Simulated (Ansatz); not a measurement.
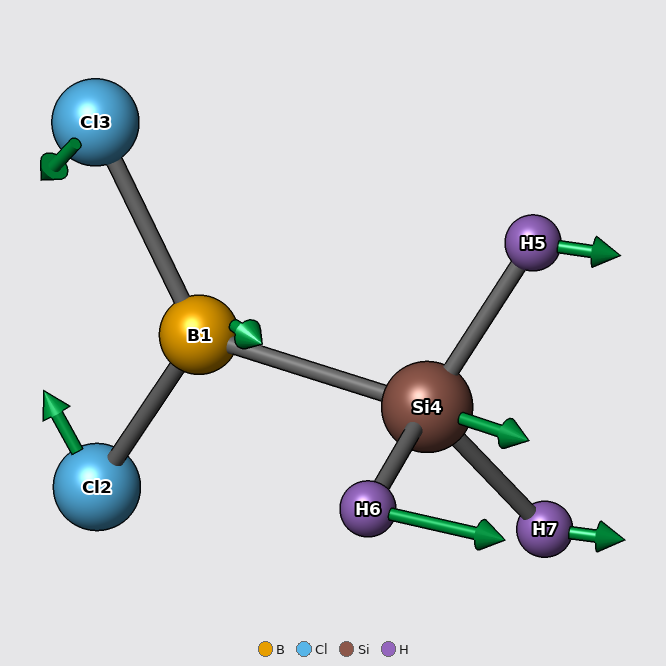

The arrows show one normal mode. Harmonic vibrations computed with RKS PBE0-D4/def2-TZVP (Ansatz 0.2.0) at a stationary point of the same level.

What kind of motion is it?

Mostly Cl–B–Cl bending.

At what wavenumber does it lie?

238 cm⁻¹; it is mode 3 of 15 counted from the lowest.
